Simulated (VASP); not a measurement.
Band structure of Be2C (antifluorite). Method: vdW-DF-cx, VASP's PBE PAW potentials (set 64) (plane waves; VASP).

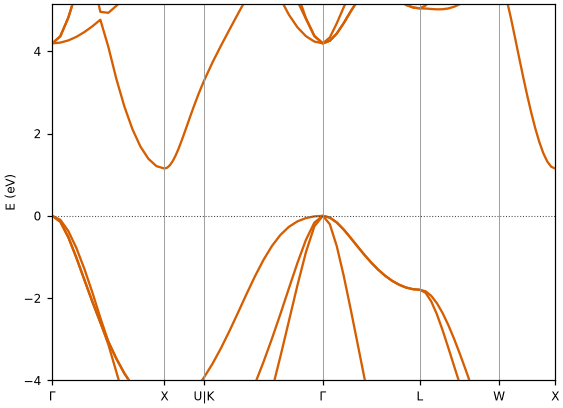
*Bands along high-symmetry lines, zero at the valence-band maximum or, without a gap, the Fermi level*

Question: Read the plot: is there a gap, and where are the band edges?

Answer: The gap is indirect, 1.15 eV, from the valence maximum at Γ to the conduction minimum at X. (Edges off the drawn lines would not show.)

The compound is Be2C in the antifluorite structure. It was relaxed first.
